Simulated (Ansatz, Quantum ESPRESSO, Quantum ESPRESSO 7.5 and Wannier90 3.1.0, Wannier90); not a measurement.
# Ballistic channels from Wannier functions: zigzag K chain, bond 4.10 Å, width 0.8 Å

Aim: a Wannier model and the conductance steps that follow from it, for this wire: zigzag K chain, bond 4.10 Å, width 0.8 Å.

Program: Quantum ESPRESSO 7.5 and Wannier90 3.1.0. Level of theory: plane-wave DFT, PBE, PseudoDojo norm-conserving pseudopotentials (cross-check by Ansatz 0.2.0 with PAW datasets). Results are calculated unless marked as measured.

## (1) Starting point

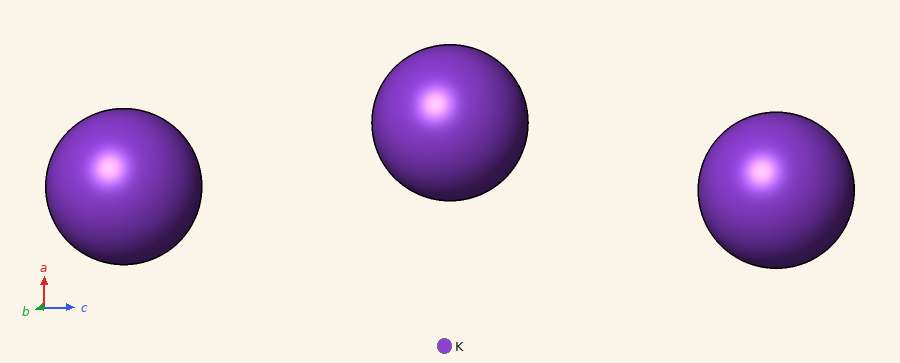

Start, viewed from the side, with the c axis across the page; potassium purple. Some periodic images of atoms are drawn too.

The cell holds 2 atoms: 2 K. Its edges and angles: a = 9.000 Å, b = 8.000 Å, c = 8.042 Å, α = 90.0°, β = 90.0°, γ = 90.0°. Vacuum lies along a and b. The structure's axis is c.

## (2) SCF with pw.x

scf.in reads:

```
&control
  prefix = 'scf'
  outdir = './out'
  pseudo_dir = './pseudo'
  calculation = 'scf'
  tprnfor = .true.
/
&system
  ibrav = 0
  nat = 2
  ntyp = 1
  ecutwfc = 66
  ecutrho = 264
  occupations = 'smearing'
  smearing = 'mv'
  degauss = 0.005
/
&electrons
  conv_thr = 1e-07
  mixing_beta = 0.4
  electron_maxstep = 120
  mixing_mode = 'local-TF'
/
ATOMIC_SPECIES
  K   39.0983  K.dojo-sr-pbe-0.4.1-standard.upf
CELL_PARAMETERS angstrom
  9.00000000000000 0.00000000000000 0.00000000000000
  0.00000000000000 8.00000000000000 0.00000000000000
  0.00000000000000 0.00000000000000 8.04238770515324
ATOMIC_POSITIONS crystal
  K   -0.044444444400 0.000000000000 0.000000000000
  K   0.044444444400 0.000000000000 0.500000000000
K_POINTS automatic
  1 1 12 0 0 0
```

Command:

```sh
> OMP_NUM_THREADS=1 mpirun -n 4 pw.x -nk 1 -in scf.in > scf.out
```

The program printed:

```text
Program PWSCF v.7.5 starts
[citation notice left out]

     Parallel version (MPI & OpenMP), running on       4 processor cores
     Number of MPI processes:                 4
     Threads/MPI process:                     1

     MPI processes distributed on     1 nodes
[...]
Current dimensions of program PWSCF are:
     Max number of different atomic species (ntypx) = 10
     Max number of k-points (npk) =  40000
     Max angular momentum in pseudopotentials (lmaxx) =  4
     Message from routine setup:
     using ibrav=0 with symmetry is DISCOURAGED, use correct ibrav instead

     R & G space division:  proc/nbgrp/npool/nimage =       4
     Subspace diagonalization in iterative solution of the eigenvalue problem:
     a serial algorithm will be used

     Parallelization info
     --------------------
     sticks:   dense  smooth     PW     G-vecs:    dense   smooth      PW
     Min        1350    1350    355                70741    70741    9549
     Max        1351    1351    356                70742    70742    9550
     Sum        5401    5401   1421               282967   282967   38197

     Using Slab Decomposition

     bravais-lattice index     =            0
     lattice parameter (alat)  =      17.0075  a.u.
     unit-cell volume          =    3907.6360 (a.u.)^3
     number of atoms/cell      =            2
     number of atomic types    =            1
     number of electrons       =        18.00
     number of Kohn-Sham states=           13
     kinetic-energy cutoff     =      66.0000  Ry
     charge density cutoff     =     264.0000  Ry
     scf convergence threshold =      1.0E-07
     mixing beta               =       0.4000
     number of iterations used =            8  local-TF  mixing
     Exchange-correlation= PBE
                           (   1   4   3   4   0   0   0)

     celldm(1)=  17.007535  celldm(2)=   0.000000  celldm(3)=   0.000000
     celldm(4)=   0.000000  celldm(5)=   0.000000  celldm(6)=   0.000000

     crystal axes: (cart. coord. in units of alat)
               a(1) = (   1.000000   0.000000   0.000000 )
               a(2) = (   0.000000   0.888889   0.000000 )
               a(3) = (   0.000000   0.000000   0.893599 )

     reciprocal axes: (cart. coord. in units 2 pi/alat)
               b(1) = (  1.000000  0.000000  0.000000 )
               b(2) = (  0.000000  1.125000  0.000000 )
               b(3) = (  0.000000  0.000000  1.119071 )

     PseudoPot. # 1 for K  read from file:
     ./pseudo/K.dojo-sr-pbe-0.4.1-standard.upf
     Pseudo is Norm-conserving + core correction, Zval =  9.0
     Generated using ONCVPSP code by D. R. Hamann
     Using radial grid of 2222 points,  6 beta functions with:
                l(1) =   0
                l(2) =   0
                l(3) =   1
                l(4) =   1
                l(5) =   2
                l(6) =   2

     atomic species   valence    mass     pseudopotential
     K                 9.00    39.09830     K ( 1.00)

      8 Sym. Ops., with inversion, found ( 4 have fractional translation)

   Cartesian axes

     site n.     atom                  positions (alat units)
         1        K      tau(   1) = (  -0.0444444   0.0000000   0.0000000  )
         2        K      tau(   2) = (   0.0444444   0.0000000   0.4467993  )

     number of k points=     7  Marzari-Vanderbilt smearing, width (Ry)=  0.0050
                       cart. coord. in units 2pi/alat
        k(    1) = (   0.0000000   0.0000000   0.0000000), wk =   0.1666667
        k(    2) = (   0.0000000   0.0000000   0.0932559), wk =   0.3333333
        k(    3) = (   0.0000000   0.0000000   0.1865118), wk =   0.3333333
        k(    4) = (   0.0000000   0.0000000   0.2797677), wk =   0.3333333
        k(    5) = (   0.0000000   0.0000000   0.3730235), wk =   0.3333333
        k(    6) = (   0.0000000   0.0000000   0.4662794), wk =   0.3333333
        k(    7) = (   0.0000000   0.0000000  -0.5595353), wk =   0.1666667

     Dense  grid:   282967 G-vectors     FFT dimensions: (  90,  80,  80)

     Estimated max dynamical RAM per process >      89.74 MB

     Estimated total dynamical RAM >     358.98 MB

     Initial potential from superposition of free atoms

     starting charge      17.9615, renormalised to      18.0000

     negative rho (up, down):  3.812E-05 0.000E+00
     Starting wfcs are   10 randomized atomic wfcs +    3 random wfcs

     total cpu time spent up to now is        1.0 secs

     per-process dynamical memory:    49.5 Mb

     Self-consistent Calculation

     iteration #  1     ecut=    66.00 Ry     beta= 0.40
     Davidson diagonalization with overlap
     ethr =  1.00E-02,  avg # of iterations =  5.0

     Threshold (ethr) on eigenvalues was too large:
     Diagonalizing with lowered threshold

     Davidson diagonalization with overlap
     c_bands:  1 eigenvalues not converged
     c_bands:  1 eigenvalues not converged
     c_bands:  1 eigenvalues not converged
     c_bands:  1 eigenvalues not converged
     c_bands:  2 eigenvalues not converged
     c_bands:  1 eigenvalues not converged
     ethr =  1.34E-05,  avg # of iterations = 19.0

     total cpu time spent up to now is        8.2 secs

     total energy              =    -120.16776005 Ry
     estimated scf accuracy    <       0.00316228 Ry

     iteration #  2     ecut=    66.00 Ry     beta= 0.40
[...]
total energy              =    -120.16785818 Ry
     estimated scf accuracy    <       0.00197627 Ry

     iteration #  3     ecut=    66.00 Ry     beta= 0.40
[...]
total energy              =    -120.16831977 Ry
     estimated scf accuracy    <       0.00009996 Ry

     iteration #  4     ecut=    66.00 Ry     beta= 0.40
[...]
total energy              =    -120.16833447 Ry
     estimated scf accuracy    <       0.00001836 Ry

     iteration #  5     ecut=    66.00 Ry     beta= 0.40
[...]
total energy              =    -120.16834333 Ry
     estimated scf accuracy    <       0.00000753 Ry

     iteration #  6     ecut=    66.00 Ry     beta= 0.40
[...]
total energy              =    -120.16834520 Ry
     estimated scf accuracy    <       0.00000061 Ry

     iteration #  7     ecut=    66.00 Ry     beta= 0.40
[...]
total energy              =    -120.16834635 Ry
     estimated scf accuracy    <       0.00000020 Ry

     iteration #  8     ecut=    66.00 Ry     beta= 0.40
[...]
End of self-consistent calculation

          k = 0.0000 0.0000 0.0000 ( 35359 PWs)   bands (ev):

   -34.0957 -34.0880 -17.6298 -17.5736 -17.5695 -17.5652 -17.5557 -17.5059
    -2.1730   0.0618   0.1427   0.4040   0.4367

          k = 0.0000 0.0000 0.0933 ( 35379 PWs)   bands (ev):

   -34.0956 -34.0881 -17.6280 -17.5732 -17.5693 -17.5656 -17.5559 -17.5079
    -2.1538  -0.1026   0.0826   0.4459   0.4938

          k = 0.0000 0.0000 0.1865 ( 35423 PWs)   bands (ev):

   -34.0952 -34.0885 -17.6226 -17.5721 -17.5686 -17.5667 -17.5566 -17.5135
    -2.0963  -0.4202   0.1156   0.4745   0.5451

          k = 0.0000 0.0000 0.2798 ( 35411 PWs)   bands (ev):

   -34.0946 -34.0891 -17.6142 -17.5701 -17.5686 -17.5675 -17.5577 -17.5222
    -2.0012  -0.7272   0.1721   0.5215   0.6227

          k = 0.0000 0.0000 0.3730 ( 35371 PWs)   bands (ev):

   -34.0938 -34.0899 -17.6036 -17.5715 -17.5671 -17.5660 -17.5591 -17.5331
    -1.8696  -1.0127   0.2499   0.5847   0.6966

          k = 0.0000 0.0000 0.4663 ( 35376 PWs)   bands (ev):

   -34.0928 -34.0908 -17.5924 -17.5759 -17.5644 -17.5625 -17.5608 -17.5448
    -1.7030  -1.2723   0.3478   0.5910   0.6629

[...]
the Fermi energy is    -1.4939 ev

!    total energy              =    -120.16834680 Ry
     estimated scf accuracy    <       0.00000009 Ry
     smearing contrib. (-TS)   =      -0.00026794 Ry
     internal energy E=F+TS    =    -120.16807886 Ry

     The total energy is F=E-TS. E is the sum of the following terms:
     one-electron contribution =    -128.37400864 Ry
     hartree contribution      =      62.92079749 Ry
     xc contribution           =     -25.31061152 Ry
     ewald contribution        =     -29.40425619 Ry

     convergence has been achieved in   8 iterations

     Forces acting on atoms (cartesian axes, Ry/au):

     atom    1 type  1   force =    -0.00170147    0.00000000    0.00000000
     atom    2 type  1   force =     0.00170147    0.00000000    0.00000000

     Total force =     0.002406     Total SCF correction =     0.000076

[...]
=------------------------------------------------------------------------------=
   JOB DONE.
=------------------------------------------------------------------------------=
```

It took 24 s on 4 MPI ranks of Arm Neoverse N1, shared host; peak memory 0.55 GiB.

Read from the output:

- free energy: -1634.9736 eV
- Fermi energy: -1.494 eV

The program's own clock; routines nest. Time by routine:

| routine | wall time (s) | calls |
| --- | --- | --- |
| PWSCF | 23.83 | 1 |
| electrons | 22.53 | 1 |
| c_bands | 16.79 | 9 |
| cegterg | 16.03 | 63 |
| h_psi | 14.29 | 440 |
| fftw | 13.68 | 5851 |
| vloc_psi | 12.79 | 440 |
| mix_rho | 2.7 | 9 |
| sum_band | 2.37 | 9 |
| ffts | 1.48 | 416 |
| init_run | 0.9 | 1 |
| calbec | 0.78 | 468 |
| v_of_rho | 0.73 | 9 |
| add_vuspsi | 0.73 | 440 |

The run needed 8 iterations to bring the estimated error under 1e-07 Ry; the largest force on any atom, held or free, is 0.04 eV/Å.

## (3) Full uniform mesh without symmetry

Wannier90 needs the states on a whole uniform mesh, listed point by point, without symmetry.

nscf.in is the input of step 2 with these lines changed:

```diff
@@ -1,7 +1,6 @@
 &control
-  prefix = 'scf'
+  prefix = 'nscf'
   outdir = './out'
   pseudo_dir = './pseudo'
-  calculation = 'scf'
-  tprnfor = .true.
+  calculation = 'nscf'
 /
@@ -16,5 +15,8 @@
   degauss = 0.005
+  nosym = .true.
+  noinv = .true.
+  nbnd = 17
 /
 &electrons
-  conv_thr = 1e-07
+  conv_thr = 1e-09
   mixing_beta = 0.4
@@ -22,2 +24,3 @@
   mixing_mode = 'local-TF'
+  diago_full_acc = .true.
 /
@@ -32,3 +35,9 @@
   K   0.044444444400 0.000000000000 0.500000000000
-K_POINTS automatic
-  1 1 12 0 0 0
+K_POINTS crystal
+6
+  0.0000000000 0.0000000000 0.0000000000 0.1666666667
+  0.0000000000 0.0000000000 0.1666666667 0.1666666667
+  0.0000000000 0.0000000000 0.3333333333 0.1666666667
+  0.0000000000 0.0000000000 0.5000000000 0.1666666667
+  0.0000000000 0.0000000000 0.6666666667 0.1666666667
+  0.0000000000 0.0000000000 0.8333333333 0.1666666667
```

Command:

```sh
> cp -r out/scf.save out/nscf.save
> cp out/scf.xml out/nscf.xml
> OMP_NUM_THREADS=1 mpirun -n 4 pw.x -nk 1 -in nscf.in > nscf.out
```

The program printed:

```text
[banner, memory and clock lines left out]
Program PWSCF v.7.5 starts
[citation notice left out]

[...]
bravais-lattice index     =            0
     lattice parameter (alat)  =      17.0075  a.u.
     unit-cell volume          =    3907.6360 (a.u.)^3
     number of atoms/cell      =            2
     number of atomic types    =            1
     number of electrons       =        18.00
     number of Kohn-Sham states=           17
     kinetic-energy cutoff     =      66.0000  Ry
     charge density cutoff     =     264.0000  Ry
     Exchange-correlation= PBE
                           (   1   4   3   4   0   0   0)

[...]
PseudoPot. # 1 for K  read from file:
     ./pseudo/K.dojo-sr-pbe-0.4.1-standard.upf
     Pseudo is Norm-conserving + core correction, Zval =  9.0
     Generated using ONCVPSP code by D. R. Hamann
     Using radial grid of 2222 points,  6 beta functions with:
                l(1) =   0
                l(2) =   0
                l(3) =   1
                l(4) =   1
                l(5) =   2
                l(6) =   2

     atomic species   valence    mass     pseudopotential
     K                 9.00    39.09830     K ( 1.00)

     No symmetry found

[...]
number of k points=     6  Marzari-Vanderbilt smearing, width (Ry)=  0.0050
[...]
Dense  grid:   282967 G-vectors     FFT dimensions: (  90,  80,  80)

     The potential is recalculated from file :
     ./out/nscf.save/charge-density

     Starting wfcs are   10 randomized atomic wfcs +    7 random wfcs

     Band Structure Calculation
     Davidson diagonalization with overlap

     ethr =  5.56E-12,  avg # of iterations = 87.5

     End of band structure calculation

          k = 0.0000 0.0000 0.0000 ( 35359 PWs)   bands (ev):

   -34.0976 -34.0899 -17.6318 -17.5752 -17.5711 -17.5669 -17.5573 -17.5079
    -2.1735   0.0614   0.1422   0.4032   0.4360   0.4755   0.6260   1.1507
     1.1889

          k = 0.0000 0.0000 0.1865 ( 35423 PWs)   bands (ev):

   -34.0971 -34.0904 -17.6245 -17.5737 -17.5702 -17.5683 -17.5582 -17.5154
    -2.0967  -0.4207   0.1152   0.4742   0.5418   0.6892   0.9611   1.0185
     1.1159

[...]
the Fermi energy is    -1.4942 ev
     (compare with:    -1.4939 eV, computed in scf)

[...]
```

The job ended after 37 s (4 MPI ranks; peak memory 0.29 GiB).

The program's own clock; routines nest. Time by routine:

| routine | wall time (s) | calls |
| --- | --- | --- |
| PWSCF | 36.44 | 1 |
| electrons | 36.05 | 1 |
| c_bands | 36.05 | 1 |
| cegterg | 35.31 | 29 |
| h_psi | 29.06 | 560 |
| vloc_psi | 26.32 | 560 |
| fftw | 24.39 | 10168 |
| h_psi:calbec | 1.31 | 560 |
| add_vuspsi | 1.3 | 560 |
| calbec | 1.3 | 560 |
| g_psi | 0.33 | 525 |
| init_run | 0.26 | 1 |
| cdiaghg | 0.2 | 531 |
| potinit | 0.11 | 1 |

[end of part 1 of 5]

[Logs are printed without paths, hosts, clocks, repeated set-up lines and the standing remarks that a program may print on its own settings, such as how far it seeks lower states.]

[Hosts, paths, dates, database ids (printed as entryN), source tags and the programs' standing remarks are cut or masked in the printed files.]

[Maps of the electrostatic potential energy from Ansatz leave out the sawtooth potential of an applied field or a dipole correction, so their vacuum need not be flat; planar profiles and work functions include it.]
